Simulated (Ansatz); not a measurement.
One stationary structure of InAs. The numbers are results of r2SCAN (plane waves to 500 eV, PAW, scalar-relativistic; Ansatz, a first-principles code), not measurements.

F-43m (No. 216), cF8, zinc blende type; a = b = c = 6.1094 Å, α = β = γ = 90.00°.

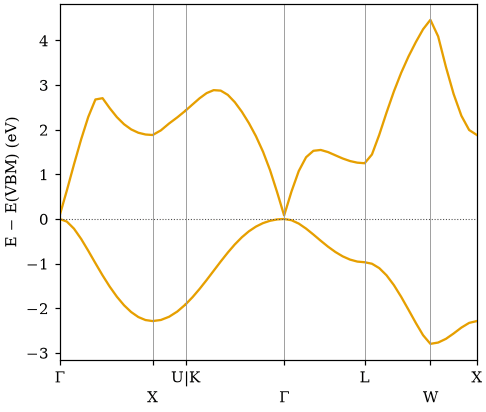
Fig. 1. Highest filled and lowest empty band along the path of this cell's Brillouin zone

Question: Read off the gap and say whether it is direct.

Answer: 0.08 eV, direct at Γ (no spin-orbit coupling).

Question: How far does the top valence band disperse along this path?

Answer: About 2.8 eV.

No spin polarisation in the result.

Measured for InAs: a 6.047 Å (static lattice; corrected from measurement; as listed in Daniel Mejia-Rodriguez, S. B. Trickey, Phys. Rev. B (2018)); gap 0.417 eV (0 K or low temperature; as listed in I. Vurgaftman, J. R. Meyer, L. R. Ram-Mohan, Journal of Applied Physics (2001)). Computed minus measured — a: r2SCAN +1.0 %; gap: r2SCAN -0.34 eV. The computed values are for a static lattice, and a measured gap can be an optical one, lowered by exciton binding.

The run could not lose the symmetry of its start.

All atoms sit on sites fixed by symmetry, so only the cell could relax.
